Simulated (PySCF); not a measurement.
Ge(OH)2(OMe)2, SMILES C[O][Ge]([OH])([OH])[O]C (C₂H₈GeO₄), GFN2-xTB optimised geometry. Atoms within 1.6 Å of the plane z = 1.5 Å (x, y, z in Å): C1 (-3.19, -1.81, 2.01), O2 (-1.89, -1.83, 1.44), Ge3 (-1.39, -0.99, 0.00), O5 (-2.13, 0.57, 0.00), O6 (0.35, -0.99, 0.00), C7 (1.18, -0.68, 1.10), H8 (-3.90, -2.38, 1.41), H9 (-3.10, -2.27, 3.00), H10 (-3.56, -0.78, 2.12), H13 (1.12, 0.38, 1.36), H14 (0.92, -1.28, 1.98), H15 (2.20, -0.91, 0.79).

Calculation: CAM-B3LYP/def2-TZVP in PySCF. Cells within 0.4 Å of a nucleus heavier than hydrogen are left out (blank, or x).

Map of the HOMO−1 amplitude (bohr^(-3/2)) on the plane z = 1.5 Å; orbital energy -9.71 eV, overall sign arbitrary:

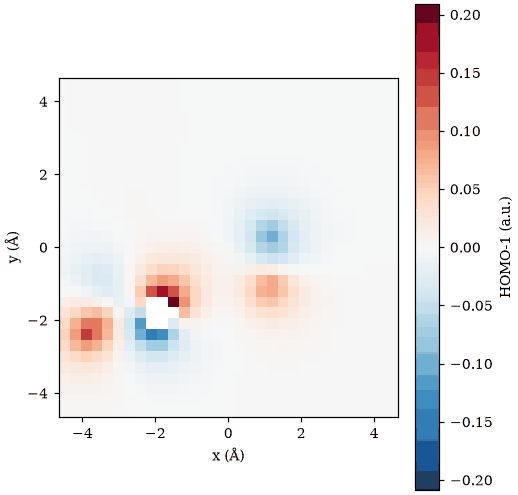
Fig. 1. HOMO−1 amplitude (bohr^(-3/2)) on the plane z = 1.5 Å.
